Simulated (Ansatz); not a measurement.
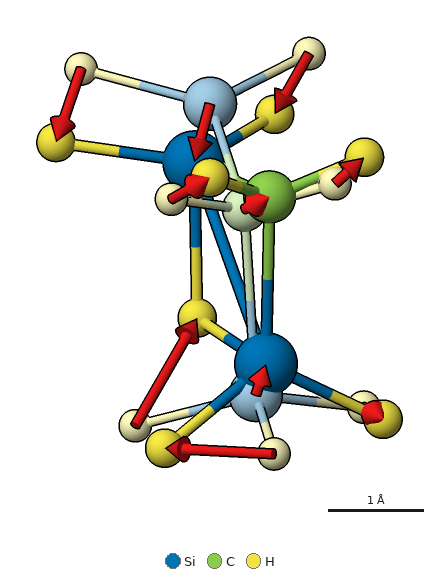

This is a relaxation of CH₇Si₂ (charge +1). The starting structure is drawn faded, the final one solid; red arrows show the displacements, at their true length. The two geometries are superimposed by the best rigid fit.

A ball-and-stick model, seen from a free direction.

Computed with Ansatz 0.2.0, RKS PBE0-D4/def2-TZVP. Set-up: force threshold 0.005 eV/Å; at most 200 steps.

### Describe the change and its energy.

The atom that moves furthest after the best rigid fit is an H atom (1.50 Å). By element the largest moves are H 1.50 Å, Si 0.64 Å, C 0.41 Å. Some distances before and after: H–Si 3.503 → 1.686 Å, Si–Si 3.276 → 2.486 Å, H–Si 1.460 → 1.686 Å, C–Si 1.997 → 1.857 Å. New bonds form, among them: H–Si (3.50 → 1.69 Å). Bond angles that change, for instance: Si–C–Si 117.0° → 84.0°, H–Si–H 114.6° → 98.6°, C–Si–H 104.5° → 118.5°. After 20 accepted moves (21 points after the start) the energy has fallen by 16.5 kcal/mol. The largest force component goes from 1.6 to 0.0032 eV/Å. The line search rejected the trial step at point 19 of the run. The forces were under the threshold at step 7, but the run went on from there. Cost: 56 s on 2 threads of Arm Neoverse V2 (shared host).
